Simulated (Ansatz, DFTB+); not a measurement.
## Loss of CH4: C3H6N → C2H2N + CH4

Species: C3H6N `C=C[N]C`, doublet; C2H2N `[CH2]C#N`, doublet; CH4 (methane) `C`, singlet. This is a balance of energies; it says nothing on the path, which may need atoms to shift.

Shapes, held fixed at every level: PBE0-D4/def2-TZVP. Flexible molecules stand in one conformer, not always the lowest. Programs: Ansatz 0.2.0, DFTB+ 25.1. The zero-point and thermal change to 298 K, harmonic and unscaled (PBE0-D4/def2-TZVP), is -12.2 kJ/mol.

```csv
level,kind,ΔH(298 K) (kJ/mol),CPU time (sum over the molecules)
DFTB2,semi-empirical,-29.9,0.16 s
HF/def2-SVP,Hartree–Fock,-15.6,–
r2SCAN-D4/def2-TZVPP,meta-GGA,+0.4,26 s
B3LYP-D4/def2-TZVPP,global hybrid,-7.9,19 s
BHLYP-D4/def2-TZVPP,global hybrid,0.0,16 s
r2SCAN0-D4/def2-TZVPP,global hybrid,+8.5,26 s
wB97M-V/def2-TZVPP,range-separated hybrid,-6.1,48 s
wB97X-V/def2-TZVPP,range-separated hybrid,+1.8,38 s
B2PLYP/def2-TZVPP,double hybrid,-23.1,22 s
```

B2PLYP/def2-TZVPP gives ΔH(298 K) = -23.1 kJ/mol; the levels span -29.9 to +8.5. They disagree on the sign: 4 of 9 are positive. The median of the levels is -6.1. No measured value is set beside it here. Spin contamination: C3H6N (⟨S²⟩ up to 0.96), C2H2N (⟨S²⟩ up to 0.93). Open shells run unrestricted. B2PLYP/def2-TZVPP lies outside the range of all other levels here, so it shouldn't be taken on trust. Times are processor times on shared x86 and Arm servers, and rough.

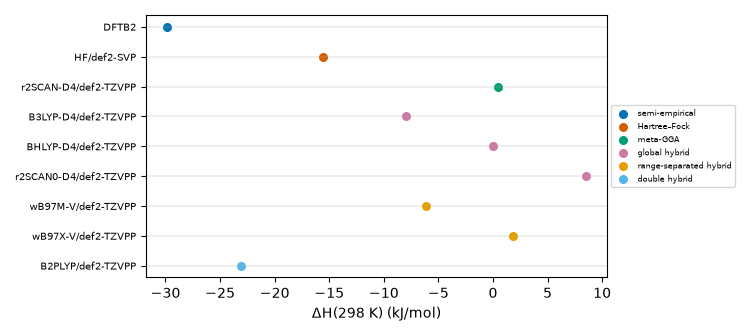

The values of the table, level by level.
